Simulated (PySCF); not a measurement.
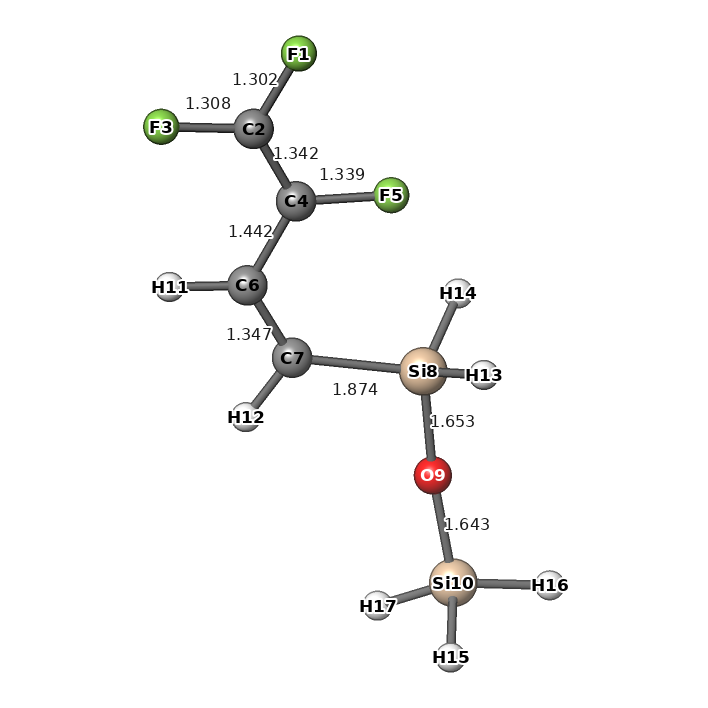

The numbers beside the sticks are distances in Å. Sticks don't show bond order. Computed geometry: PBE0-D3(BJ)/def2-SVP optimisation. No frequency run is at hand to confirm it as a minimum.

Which of the marked bonds are single, double, triple or aromatic?

Answer. F1–C2 single; C2–F3 single; C2–C4 double; C4–F5 single; C4–C6 single; C6–C7 double; C7–Si8 single; Si8–O9 single; O9–Si10 single.

Give the structure as SMILES.

Answer. FC(F)=C(F)/C=C\[SiH2]O[SiH3]
